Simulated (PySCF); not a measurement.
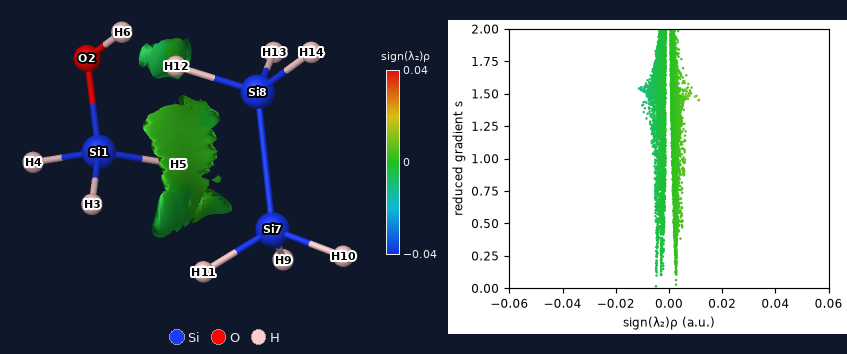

Figure 1: H₁₀OSi₃, SMILES `[SiH3]O.[SiH3][SiH3]`. Non-covalent interaction surfaces between the fragments (reduced density gradient s = 0.4, coloured by sign(λ₂)ρ in a.u.; trimmed to the region between the fragments where ρ is under 0.06 a.u.). Fragment A: SiH4O (atoms 1–6); fragment B: Si2H6. The plot gives s against sign(λ₂)ρ for grid points between the fragments.

Level of theory: B3LYP/6-311+G** (PySCF), at a geometry from GFN2-xTB.

**Which interactions hold the two fragments together?**

Bond critical points between the fragments: H6···H12, H···H contact, 2.53 Å, ρ = 0.005 a.u.; H3···Si7, 3.49 Å, ρ = 0.003 a.u. All are weak and appear green (van der Waals range). Several contacts close a ring, whose ring point adds a part with positive λ₂ between them. The pose is a local one from a semi-empirical search, not shown to be the most stable.

**How strongly are they bound?**

The counterpoise-corrected interaction energy of the frozen fragments is +1.0 kcal/mol without dispersion correction and −2.5 kcal/mol with D3(BJ). The pair geometry is semi-empirical, not a minimum at this level.
